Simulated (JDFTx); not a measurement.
| Item | Result |
|---|---|
| surface | HfB2(0001), B outermost, slab composition Hf2B6 |
| bulk | HfB2, P6/mmm, lattice of mp-1994 (not re-optimised) |
| slab | 8 atoms in 5 planes, 1x1, 6.8 Å between the outermost planes |
| in-plane cell | 3.133 × 3.133 Å, 8.50 Å² |
| cell height | 23.0 Å |
| sampling | 8×8×1 k mesh, Fermi smearing 0.01 Ha, no spin polarisation |

Whether this polymorph is the ambient one wasn't checked. Neither spin polarisation nor a larger cell was tried.

All numbers are PBE, GBRV ultrasoft potentials, plane waves to 20/100 Ha results from a modified build of JDFTx, not measurements. Liquid on both sides: CANDLE, water, 1 M NaCl; nuclei fixed. U vs SHE = −μ/e − 4.44 V throughout (conventional absolute potential of the hydrogen electrode).

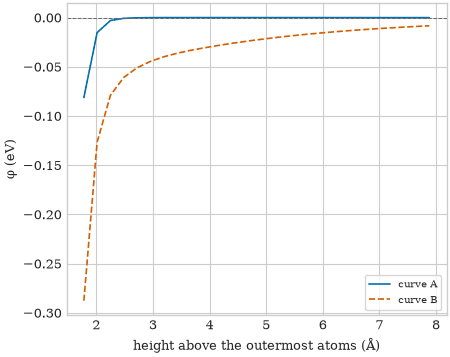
Plane-averaged electrostatic potential energy of an electron for two states of the electrode

Question: One curve is the neutral slab. Which, and what is the sign of the other's charge?

Answer: Curve A is neutral (potential of zero charge, 1.24 V). Curve B is positively charged, 10.3 μC/cm² at 2.15 V.
